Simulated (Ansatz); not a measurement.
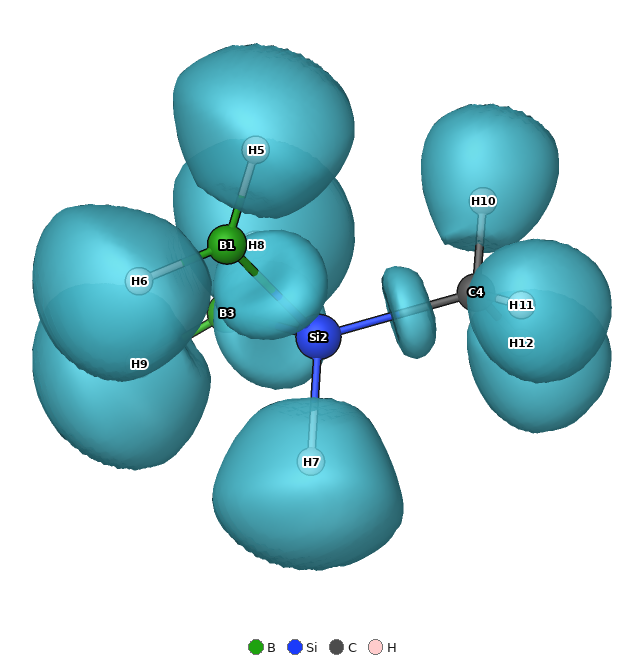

The picture shows: CH8B2Si (SMILES B[SiH](B)C). Isosurface of the ELF at 0.85 (cyan), seen from one side. Core shells and regions of very low density are left out.

These are results of Ansatz 0.2.0, RKS B3LYP/6-31G*, not measurements.

```xyz
12

B    -1.2761    1.4459   -0.0122
Si    0.3780    0.2970    0.1709
B    -0.1212   -0.9288    1.6998
C     0.8700   -0.6141   -1.4258
H    -2.1012    1.2405   -0.8547
H    -1.4927    2.3334    0.7598
H     1.5094    1.1709    0.6201
H    -0.5000   -2.0495    1.5170
H    -0.0968   -0.5375    2.8298
H     0.0506   -1.2542   -1.7718
H     1.1082    0.0905   -2.2303
H     1.7488   -1.2493   -1.2688
```

**What do the ELF domains correspond to?**

The ELF exceeds this value in two regions between bonded B–Si atoms (shared pairs), one region between bonded C–Si atoms (shared pairs) and eight regions around hydrogen nuclei. Along the contacts the grid gives the following. C–Si (1.90 Å): the ELF peaks at about 0.95 between the atoms: localised, covalent bonding. Si–B (2.02 Å): the ELF peaks at about 1 between the atoms (localised, covalent bonding).
